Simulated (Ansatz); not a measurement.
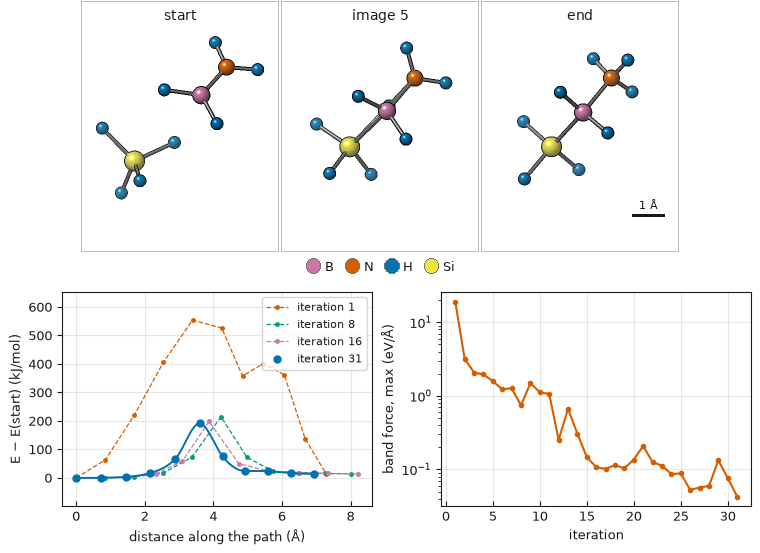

A nudged-elastic-band calculation for BSiNH8, made up at the start of BNH4 and SiH$_{4}$. Images are numbered from 0 (start) to 10 (end). The plot follows the band through its iterations. The picture is a ball-and-stick view, seen from a free direction.

The calculation used RKS r2SCANh/6-31G* in Ansatz. Run with 9 movable images; climbing image; force threshold 0.05 eV/Å; iteration limit 41; starting path through a guess of the saddle point.

> How did the profile develop, and is the result final?

The result is final at these settings. The band converged in 31 iterations. The largest component of the band force went from 19 to 0.043 eV/Å. The climbing image converged on the top of the path. Its vibrational analysis gives one imaginary mode (1415i cm⁻¹), as a transition state must have. The first iteration put the highest image at 553.8 kJ/mol. Forward barrier 191.2 kJ/mol, backward barrier 176.9 kJ/mol, with image 5 at the top; the reaction energy is +14.3 kJ/mol.

Limits of the set-up: the start holds two separate molecules, 3.2 Å apart at their closest, whose relative position is a soft coordinate and is computed without a dispersion correction.
